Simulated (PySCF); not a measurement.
Input

```
mol = gto.M(atom='''
La    -0.19824     0.00000    -0.49908
S      1.82755     0.00000     0.85670
F     -1.91493     0.00000     0.76347''',
    basis={'La': 'def2-SVP', 'S': 'def2-SVP', 'F': 'def2-SVP'},
    ecp={'La': 'def2-SVP'},
    charge=0, spin=0)
mf = dft.RKS(mol, xc='PBE0')
mf.grids.atom_grid = (75, 302)  # f atoms: at least (60, 302), unpruned
mf = mf.density_fit()  # La def2-universal-JKFIT, S def2-universal-JKFIT, F def2-universal-JKFIT
mf.conv_tol = 1e-09; mf.max_cycle = 55
mf.kernel(dm0)
```

Run with:

```sh
OMP_NUM_THREADS=2 python run.py
```

Core potentials replace the inner electrons of La.

Computed with PySCF, RKS PBE0, La def2-SVP with ECP46, S def2-SVP, F def2-SVP; non-relativistic Hamiltonian with scalar-relativistic core potentials where named; density fitting.

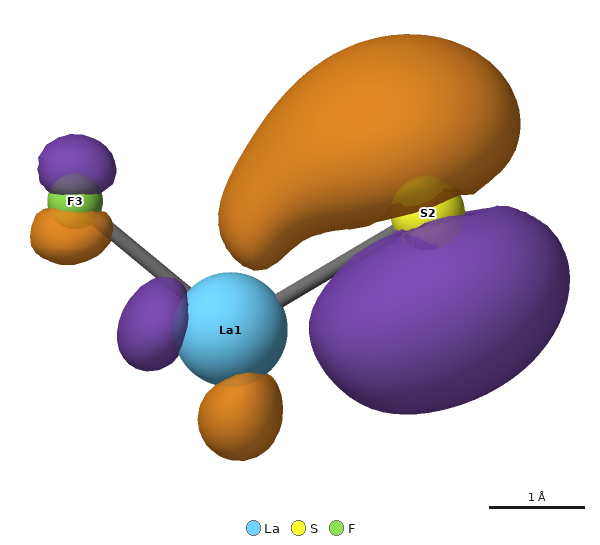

FLaS (La(S)(F)). The HOMO at ±0.1 Å⁻³ᐟ² (orange and purple are the two phases), seen across its widest extent.

Question: Describe this orbital and give its energy.

Answer: By Hirshfeld shares it lies mainly on S2 (about 80 %) and La1 (about 20 %); it is symmetric in the molecular plane (an in-plane orbital: σ, lone-pair or in-plane π type). Its energy is −5.78 eV.
